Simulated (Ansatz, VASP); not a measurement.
# AgCl: VASP beside Ansatz

Wanted: the spread between two codes on one cell, functional and k mesh. The cell comes out of the VASP series on this material, whose earlier steps may have relaxed, scaled or displaced it; both programs get it as it stands.

Program: Ansatz 0.2.0. Level of theory: plane waves, with VASP 6.6.1 beside it; single point at r2SCAN with rVV10 and band structure at r2SCAN with rVV10. Results are calculated unless marked as measured.

**1. The structure**

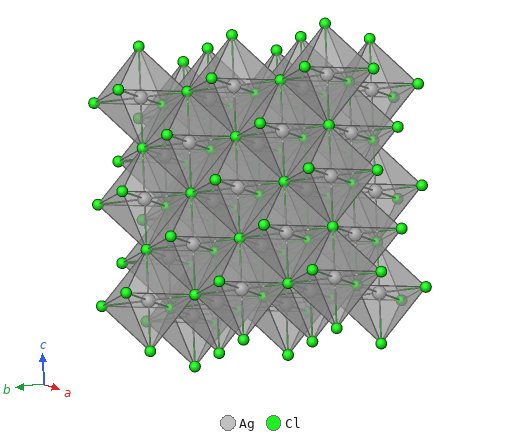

The starting structure, seen from a free direction (silver light grey, chlorine green). 1×2×2 cells are drawn. This picture shows the conventional cell, with its axes. Some periodic images of atoms are drawn too.

**2. Ansatz: single point, r2SCAN with rVV10**

Ansatz runs on its default PAW (the set named soft_2) files.

With cell and atoms fixed, the geometry can't cause a difference; cores, projectors, grids and the points listed under the comparison can.

File input.yaml:

```yaml
crystal:
  lattice:
    - [0.0, 2.7481520757, 2.7481520757]
    - [2.7481520757, 0.0, 2.7481520757]
    - [2.7481520757, 2.7481520757, 0.0]
  atoms:
    - { symbol: Ag, position: [0.0, 0.0, 0.0] }
    - { symbol: Cl, position: [0.5, 0.5, 0.5] }
hamiltonian:
  xc: r2scan
  pseudopotentials: { kind: paw }
  dispersion: rvv10
kpoints:
  mp_grid: { grid: [8, 8, 8] }
scf:
  occupations: { method: gaussian, width: 0.05 }
  n_extra_bands: 4
output:
  forces: true
  stress: true
  eigenvalues: true
```

On the command line:

```bash
> ansatz run input.yaml --threads 2 --pin off --max-ram 4608MiB --backend cpu --events-out ev --progress --plain --runs-dir out
```

Numbers of over 12 decimals in the logs are rounded to 6 here.

The log of the run:

```text
scf.n_extra_bands = 4 over 13 filled bands (N_el = 26.0): the run solves 17 bands
Engine: ansatz 0.2.0, aarch64-unknown-linux-gnu
Pseudopotentials: kind: paw
Pseudopotential: Ag, paw, valence charge 19, recommended cutoff 500 eV (meta_gga), Ag.paw.azcp
Pseudopotential: Cl, paw, valence charge 7, recommended cutoff 500 eV (meta_gga), Cl.paw.azcp
Functional definition: r2SCAN+rVV10
  parameter k0 = 0.174
  parameter k1 = 0.065
  parameter a1 = 4.9479
  exchange = r2scan_x(k0 = k0, k1 = k1, a1 = a1)
  correlation = r2scan_c + rvv10(11.95, 0.0093)
Crystal: 2 atoms, lattice volume = 41.510 Å³
Basis set: ecut = 500 eV, 1067 PW (Γ), exchange–correlation on 128×128×128 points (64 copies of the dense FFT grid, shifted against one another)
Bands: 17, of which v1, the nominal top of the filled ones, is band 13 counted from 1 (12 counted from 0)
Symmetry: 48 space group operations
Space group: Fm-3m (ITA 225), of the structure as read, at distance tolerance 3.5e-5 Å
k-points: 29 of 512
Non-local potential: Ag, projectors of the file, l = 0: 3, l = 1: 2, l = 2: 2, l = 3: 1
Non-local potential: Cl, projectors of the file, l = 0: 2, l = 1: 2, l = 2: 2
PAW form: soft (Blöchl's): semilocal exchange-correlation on the pseudo side does not see the compensation charge
rVV10 density: all electrons in the spheres
PAW frozen core: Ag, regenerated for the run's functional (the file was generated under x = pbe(κ = 0.804, μ = 0.219515), c = pbe(β = 0.066725))
PAW frozen core: Cl, regenerated for the run's functional (the file was generated under x = pbe(κ = 0.804, μ = 0.219515), c = pbe(β = 0.066725))
PAW one-centre angular grid: Ag, 590 points (default); XC on 160 Gauss nodes
PAW one-centre angular grid: Cl, 302 points (default); XC on 160 Gauss nodes
Initial density: superposition of atomic densities (neutral atoms: chi_scale 0, normalization atom), corrected by the library's trained network
Initial wavefunctions: pseudopotential atomic-orbital guess
Functional: x = r2scan, c = r2scan + rvv10(b = 11.95, C = 0.0093); τ floored in thin density (d = 2e-4 eV/Å³)
SCF iter   1: F=—  HF=-8686.333640 eV  |F-HF|=—  |Δ(HF+E_count)|=         —  Δρ=7.25e-3  dr2=1.48e-2  dr2_τ=5.43e-3  ethr=1.77e-3  ⟨swp⟩=5.6  Hψ=2426  notcnv=0
preconditioner: auto → none  [insulator: Δε(μ)=1.438 eV  Ē_g=11.763 eV  σ=0.050 eV  W_gap=1.00  n_scr=14 (ndim 8)  ℏωp=24.5 eV  f_vac=0.028  D(μ)=0.00/eV (n_scr^D=0)  ε∞_Penn≈5.3]
SCF iter   2: F=—  HF=-8686.336400 eV  |F-HF|=—  |Δ(HF+E_count)|=   2.76e-3  Δρ=3.99e-3  dr2=3.01e-3  dr2_τ=6.98e-4  ethr=5.69e-5  ⟨swp⟩=2.1  Hψ=997  notcnv=0
SCF iter   3: F=—  HF=-8686.336102 eV  |F-HF|=—  |Δ(HF+E_count)|=   2.98e-4  Δρ=1.93e-3  dr2=6.06e-4  dr2_τ=7.11e-5  ethr=1.16e-5  ⟨swp⟩=2.4  Hψ=753  notcnv=0
SCF iter   4: F=—  HF=-8686.336198 eV  |F-HF|=—  |Δ(HF+E_count)|=   9.58e-5  Δρ=7.21e-4  dr2=8.90e-5  dr2_τ=1.58e-5  ethr=2.33e-6  ⟨swp⟩=1.0  Hψ=493  notcnv=0
SCF iter   5: F=—  HF=-8686.336208 eV  |F-HF|=—  |Δ(HF+E_count)|=   1.01e-5  Δρ=1.36e-4  dr2=4.50e-6  dr2_τ=4.58e-7  ethr=3.42e-7  ⟨swp⟩=1.2  Hψ=498  notcnv=0
SCF iter   6: F=-8686.336209 eV  HF=-8686.336209 eV  |F-HF|=2.81e-8  |Δ(HF+E_count)|=   4.94e-7  Δρ=1.74e-5  dr2=5.74e-8  dr2_τ=1.07e-8  ethr=3.85e-10  ⟨swp⟩=4.2  Hψ=2404  notcnv=0
SCF 1 converged in 6 iterations: F = -8686.336209 eV  dr2 = 5.74e-8
  greatest PAW one-centre occupation: 1.003 electrons in one spin orbital (limit 2), on the Ag atom at site 0 (counted from 0), in its partial waves of l = 1
SCF converged after 6 iterations
Free energy (F): -8686.336209 eV
Harris-Foulkes:  -8686.336209 eV  (|F-HF|=2.81e-8)
Internal energy: -8686.336209 eV  (E = F + TS)
E sigma→0 (E₀):  -8686.336209 eV
Fermi energy:    8.963610 eV
--- Per-component energies (eV) ---
  E_band       = -373.292191
  E_kinetic    = 689.747964
  E_local      = -3172.492961  (includes V_loc(G=0)·N_el)
  E_nonlocal   = 114.039760
  E_hartree    = 1396.069858
  E_xc         = -278.223235
  E_vxc        = -393.772479  (∫ρ·V_xc dr)
  E_paw        = -4592.706739  (= ΣΔE_a)
  E_vpaw       = -428.402437  (= ΣTr[D̂ρ^β])
  E_aug_tail   = 0.000086  (compensation charges beyond the density's cutoff)
  E_vtau       = 25.451600  (kinetic-family band-sum trace: ∫τ·v_τ [+ j·A + Jᵃ·Aᵃ] dr)
  E_ewald      = -2842.125224
  E_core_change = -0.645718  (= ΣΔE_core)
  E_smearing   = -0.000000  (= −TS)
  E_closure    = -0.000000  (closes the sum)
  Σ components = -8686.336209   (vs F -8686.336209, Δ=0.00e0)
--- Forces (eV/Å), atoms counted from 1 ---
  atom   1  Ag    -0.00000000     0.00000000    -0.00000000
  atom   2  Cl     0.00000000    -0.00000000    -0.00000000
  max |Σ_I F_I| component: 4.34e-30 eV/Å
--- Stress (GPa, compression-positive) ---
        0.085083      -0.000000      -0.000000
        0.000000       0.085083       0.000000
       -0.000000       0.000000       0.085083
  P = ⅓ Tr σ = 0.0851 GPa (0.851 kbar)
--- Band table (eV; the first three rows and the last of 29) ---
  k-point 0: bands = [... 9 lower, 5.7212, 5.7212, 5.7405, 5.7405, 9.6702, 19.3908, 19.3908, 19.3908]
  k-point 1: bands = [... 9 lower, 5.7405, 5.9817, 6.5854, 6.5854, 10.3776, 18.0735, 19.1637, 19.1637]
  k-point 2: bands = [... 9 lower, 5.8726, 6.1536, 7.3997, 7.3997, 11.7170, 16.4992, 17.9586, 17.9586]
  k-point 28: bands = [... 9 lower, 6.1506, 6.1915, 6.2293, 7.0473, 13.0267, 16.5548, 16.5548, 16.9441]
```

Elapsed: 4.4 s, on 2 threads of Arm Neoverse N1, shared host; peak memory 0.44 GiB.

In the SCF lines HF is the Harris–Foulkes energy and dr2 the Hartree energy of the density residual, in eV; the loop may stop once dr2 is under the threshold and the program's other checks hold. Hψ counts applications of the Hamiltonian.

The run ends at a pressure of 0.09 GPa.

**3. VASP: single point, r2SCAN with rVV10**

The same cell, functional, mesh and smearing now go to VASP, with its own data sets and cutoff.

Lines of VASP's logs that name or quote its potential files are left out, and so is its time.

File INCAR:

```
SYSTEM = AgCl
PREC = Accurate
ENCUT = 400
EDIFF = 1E-06
NELM = 100
ISMEAR = 0
SIGMA = 0.05
LREAL = .FALSE.
ALGO = Normal
METAGGA = R2SCAN
LUSE_VDW = .TRUE.
IVDW_NL = 2
BPARAM = 11.95
CPARAM = 0.0093
LASPH = .TRUE.
NBANDS = 15
LORBIT = 11
LWAVE = .FALSE.
LCHARG = .TRUE.
ISIF = 2
LELF = .TRUE.
LVHAR = .TRUE.
```

File POSCAR:

```
AgCl
1.0
    0.0000000000      2.7481520757      2.7481520757
    2.7481520757      0.0000000000      2.7481520757
    2.7481520757      2.7481520757      0.0000000000
Ag Cl
1 1
Direct
    0.0000000000      0.0000000000      0.0000000000
    0.5000000000      0.5000000000      0.5000000000
```

File KPOINTS:

```
Automatic mesh
0
Gamma
8 8 8
0 0 0
```

The projector-augmented-wave data sets are Ag and Cl (PBE family, release 64).

On the command line:

```bash
> mpirun -np 2 vasp_std
```

The log of the run:

```text
[banner, memory and clock lines left out]
running    2 mpi-ranks, on    1 nodes
 distrk:  each k-point on    2 cores,    1 groups
 distr:  one band on    1 cores,    2 groups

 POSCAR found type information on POSCAR AgCl
 POSCAR found :  2 types and       2 ions
|                                                                             |
|               ----> ADVICE to this user running VASP <----                  |
|                                                                             |
|     You have switched on vdW-DFT.                                           |
|     This routine was written and supplied by Jiri Klimes. We recommend      |
|     that you carefully read and cite the following publications:            |
|       J. Klimes, D.R. Bowler, A. Michelides                                 |
|          J. Phys.: Cond Matt. 22 022201 (2010)                              |
|       J. Klimes, D.R. Bowler, A. Michelides                                 |
|          Phys. Rev. B. 83, 195131 (2011)                                    |
|     and references therein.                                                 |
|                                                                             |

|                                                                             |
|               ----> ADVICE to this user running VASP <----                  |
|                                                                             |
|     You enforced a specific xc type in the INCAR file but a different       |
|     [... a line on the potential file left out ...]
|     I HOPE YOU KNOW WHAT YOU ARE DOING!                                     |
|                                                                             |

 LDA part: xc-table for (None), standard interpolation
|                                                                             |
|           W    W    AA    RRRRR   N    N  II  N    N   GGGG   !!!           |
|           W    W   A  A   R    R  NN   N  II  NN   N  G    G  !!!           |
|           W    W  A    A  R    R  N N  N  II  N N  N  G       !!!           |
|           W WW W  AAAAAA  RRRRR   N  N N  II  N  N N  G  GGG   !            |
|           WW  WW  A    A  R   R   N   NN  II  N   NN  G    G                |
|           W    W  A    A  R    R  N    N  II  N    N   GGGG   !!!           |
|                                                                             |
|     The number of bands has been changed from the values supplied in        |
|     The orbitals not found in the WAVECAR file will be initialized with     |
|     random numbers, which is usually adequate. For correlated               |
|     calculations, however, you should redo the groundstate calculation.     |
|     I found NBANDS = 15. Now, NBANDS = 16.                                  |
|                                                                             |

 POSCAR, INCAR and KPOINTS ok, starting setup
 FFT: planning ... GRIDC
 FFT: planning ... GRID_SOFT
 FFT: planning ... GRID
 WAVECAR not read
 entering main loop
       N       E                     dE             d eps       ncg     rms          rms(c)
Total rVV10 correction in eV:      0.5284862    21.5737324
DAV:   1     0.585939159526E+02    0.58594E+02   -0.73231E+03   936   0.828E+02
DAV:   2    -0.302640409105E+02   -0.88858E+02   -0.82903E+02  1144   0.203E+02
DAV:   3    -0.331492023107E+02   -0.28852E+01   -0.28804E+01  1184   0.388E+01
DAV:   4    -0.331677828478E+02   -0.18581E-01   -0.18580E-01  1168   0.336E+00
DAV:   5    -0.331680569830E+02   -0.27414E-03   -0.27413E-03  1160   0.399E-01    0.707E+00
Total rVV10 correction in eV:      0.5278083    21.5737320
DAV:   6    -0.281635080361E+02    0.50045E+01   -0.36651E+00   944   0.198E+01    0.631E+00
Total rVV10 correction in eV:      0.5333088    21.5737320
DAV:   7    -0.281033409990E+02    0.60167E-01   -0.17051E-01  1032   0.415E+00    0.401E+00
Total rVV10 correction in eV:      0.5417765    21.5737320
DAV:   8    -0.280916292318E+02    0.11712E-01   -0.11373E-01  1064   0.380E+00    0.802E-01
Total rVV10 correction in eV:      0.5439840    21.5737320
DAV:   9    -0.280927101894E+02   -0.10810E-02   -0.40865E-03  1184   0.668E-01    0.391E-01
Total rVV10 correction in eV:      0.5434031    21.5737320
DAV:  10    -0.280920522513E+02    0.65794E-03   -0.15608E-03  1088   0.428E-01    0.126E-01
Total rVV10 correction in eV:      0.5430691    21.5737320
DAV:  11    -0.280920162828E+02    0.35969E-04   -0.52592E-04  1168   0.184E-01    0.380E-02
Total rVV10 correction in eV:      0.5430877    21.5737320
DAV:  12    -0.280920144192E+02    0.18636E-05   -0.11793E-05  1080   0.353E-02    0.229E-02
Total rVV10 correction in eV:      0.5432101    21.5737320
DAV:  13    -0.280920139028E+02    0.51633E-06   -0.20222E-05  1072   0.485E-02    0.620E-03
Total rVV10 correction in eV:      0.5431949    21.5737320
DAV:  14    -0.280920136669E+02    0.23596E-06   -0.76804E-07   568   0.990E-03
Total rVV10 correction in eV:      0.5431819    21.5737320
Total rVV10 correction in eV:      0.5431891    21.5737320
   1 F= -.28092014E+02 E0= -.28092014E+02  d E =-.213467E-20
```

Parts of OUTCAR (step 3):

```text
ion  position               nearest neighbor table
   1  0.000  0.000  0.000-   2 2.75   2 2.75   2 2.75   2 2.75   2 2.75   2 2.75
   2  0.500  0.500  0.500-   1 2.75   1 2.75   1 2.75   1 2.75   1 2.75   1 2.75

  LATTYP: Found a face centered cubic cell.
 ALAT       =     5.4963041514

 Subroutine GETGRP returns: Found 48 space group operations
 (whereof 48 operations were pure point group operations)

The static configuration has the point symmetry O_h .

 Found     29 irreducible k-points:

   k-points           NKPTS =     29   k-points in BZ     NKDIM =     29   number of bands    NBANDS=     16

   dimension x,y,z NGX =    28 NGY =   28 NGZ =   28
   dimension x,y,z NGXF=    56 NGYF=   56 NGZF=   56

   ENCUT  =  400.0 eV  29.40 Ry    5.42 a.u.   6.34  6.34  6.34*2*pi/ulx,y,z

   NELECT =      18.0000    total number of electrons

 k-points in reciprocal lattice and weights: Automatic mesh
   0.00000000  0.00000000  0.00000000       0.002
   0.12500000  0.00000000  0.00000000       0.016
   0.25000000  0.00000000  0.00000000       0.016
   0.37500000  0.00000000  0.00000000       0.016
   0.50000000  0.00000000  0.00000000       0.008
   0.12500000  0.12500000  0.00000000       0.012
   0.25000000  0.12500000  0.00000000       0.047
   0.37500000  0.12500000  0.00000000       0.047
   0.50000000  0.12500000  0.00000000       0.047
[...]
-0.37500000  0.50000000  0.12500000       0.023
  -0.25000000  0.50000000  0.25000000       0.012

 average (electrostatic) potential at core
       1 -77.8843       2 -94.6265

 E-fermi :   4.2025

 k-point     1 :       0.0000    0.0000    0.0000
  band No.  band energies     occupation
    ...
      5       1.3358      2.00000
      6       1.3358      2.00000
      7       1.3358      2.00000
      8       1.3891      2.00000
      9       1.3891      2.00000
     10       5.2502      0.00000
     11      15.1689      0.00000
     12      15.1689      0.00000
     13      15.1689      0.00000
     14      16.4986      0.00000
    ...

 k-point     2 :       0.1250    0.0000    0.0000
  band No.  band energies     occupation
    ...
      5       1.3946      2.00000
      6       1.3946      2.00000
      7       1.6223      2.00000
      8       2.2112      2.00000
      9       2.2112      2.00000
     10       5.9584      0.00000
     11      13.7643      0.00000
     12      14.9078      0.00000
     13      14.9078      0.00000
     14      16.6203      0.00000
    ...

 k-point     3 :       0.2500    0.0000    0.0000
  band No.  band energies     occupation
    ...
      5       1.5283      2.00000
      6       1.5283      2.00000
      7       1.8005      2.00000
      8       3.0288      2.00000
      9       3.0288      2.00000
     10       7.2994      0.00000
     11      12.1405      0.00000
     12      13.6438      0.00000
     13      13.6438      0.00000
     14      16.7431      0.00000
    ...

  Total       -0.0208230     -0.0208230     -0.0208230      0.0000000      0.0000000     -0.0000000
  in kB       -0.8037123     -0.8037123     -0.8037123      0.0000000      0.0000000     -0.0000000
  external PRESSURE =      -0.8037123 kB  Pullay stress =       0.0000000 kB

  energy-cutoff  :      400.00
  volume of cell :       41.51
      direct lattice vectors                 reciprocal lattice vectors
     0.000000000  2.748152076  2.748152076    -0.181940441  0.181940441  0.181940441
     2.748152076  0.000000000  2.748152076     0.181940441 -0.181940441  0.181940441
     2.748152076  2.748152076  0.000000000     0.181940441  0.181940441 -0.181940441

 POSITION                                       TOTAL-FORCE (eV/Angst)
 -----------------------------------------------------------------------------------
      0.00000      0.00000      0.00000         0.000000     -0.000000      0.000000
      2.74815      2.74815      2.74815        -0.000000      0.000000     -0.000000
 -----------------------------------------------------------------------------------
    total drift:                                0.000000      0.000000      0.000000

  FREE ENERGIE OF THE ION-ELECTRON SYSTEM (eV)
  ---------------------------------------------------
  free  energy   TOTEN  =       -28.0920136669 eV

  energy  without entropy=      -28.0920136669  energy(sigma->0) =      -28.09201367

 total charge
# of ion       s       p       d       tot
------------------------------------------
    1        0.200   0.143   9.387   9.729
    2        1.609   3.511   0.000   5.119
--------------------------------------------------
tot          1.809   3.653   9.387  14.849

[... 3 further parts left out ...]
```

The run ends at a pressure of -0.08 GPa.

**4. Side by side**

Known differences besides the PAW data sets themselves: VASP keeps PBE cores, Ansatz makes them for the functional; the data sets hold 26 valence electrons in Ansatz (default PAW (the set named soft_2) files) and 18 in VASP; the cutoff is 500 eV in Ansatz and 400 eV in VASP. Total energies have different zeros and are not compared.

Both answers:

```csv
quantity,Ansatz,VASP,difference
pressure (GPa),0.09,-0.08,+0.17
gap on the k mesh (eV),1.417,1.363,+0.053
```

Ansatz's pressure holds a Pulay correction of 0.05 GPa; VASP's holds none.

(Continued in part 2 of 2.)

[Lines on the potential files, build, host, timing and source positions are cut from VASP's logs without a mark.]

[Logs are printed without paths, hosts, clocks, repeated set-up lines and the standing remarks that a program may print on its own settings, such as how far it seeks lower states.]

[Hosts, paths, dates, database ids (printed as entryN), source tags and the programs' standing remarks are cut or masked in the printed files.]
